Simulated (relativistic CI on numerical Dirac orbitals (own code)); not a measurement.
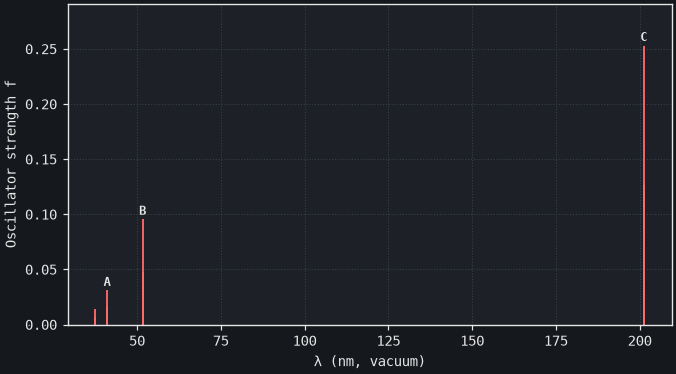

Computed spectrum: absorption lines from the lowest level (oscillator strengths f) of an atom or ion with 3 electrons. Computed by Dirac CI, KLI exchange-only orbitals, Breit term, model QED, valence Slater integrals scaled by 0.85, a P86 correlation estimate for each configuration (in-house radial CI code).

Q: Which ion is it, and what are the lettered lines?

A: B²⁺ (boron, Z = 5). A: 4p ²P°₃/₂ ← 2s ²S₁/₂, 41.07 nm, f = 0.031; B: 3p ²P°₃/₂ ← 2s ²S₁/₂, 51.67 nm, f = 0.095; C: 2p ²P°₃/₂ ← 2s ²S₁/₂, 201.2 nm, f = 0.25.

Caveat: near-neutral ion: configurations can be misplaced by up to about 10000 cm⁻¹, over 20000 where the f count changes; rates and lifetimes follow the computed energies and can be off by orders of magnitude; only a limited list of configurations is included, so lower levels can be missing.
